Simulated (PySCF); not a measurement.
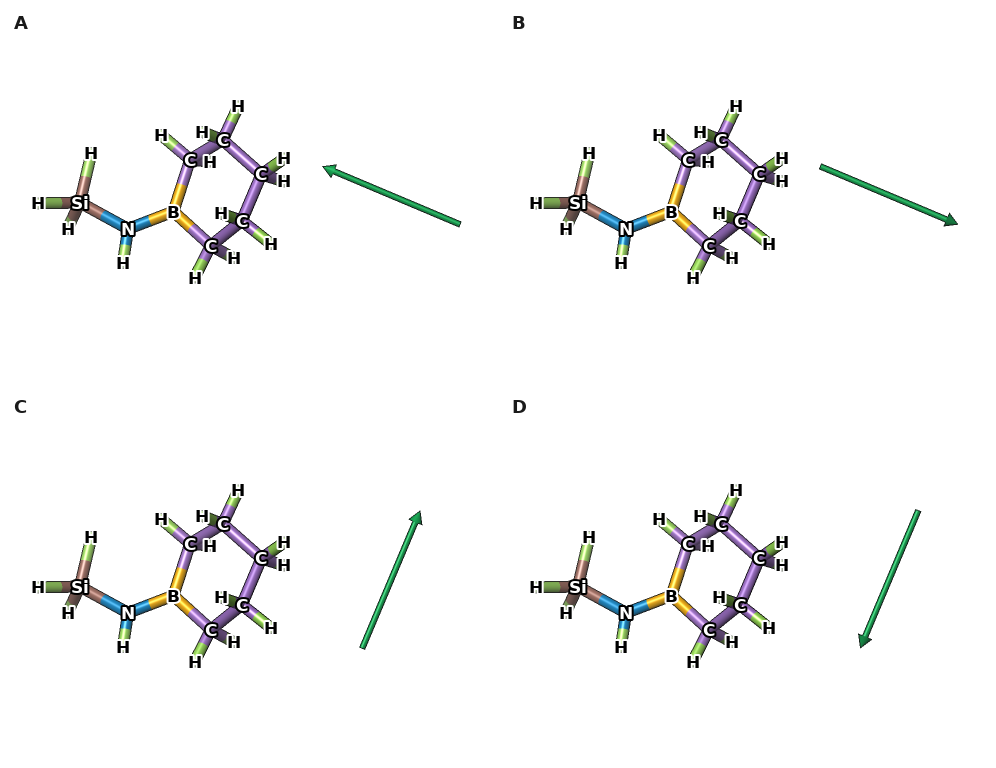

The same molecule four times, each with an arrow. Computed geometry: PBE0-D3(BJ)/def2-SVP optimisation. No frequency run is at hand to confirm it as a minimum. Properties computed with B3LYP/def2-SVPD, gas phase (PySCF 2.14.0).

> Which arrow points along the dipole moment, from the negative to the positive end?

D. The dipole moment is 0.68 D.
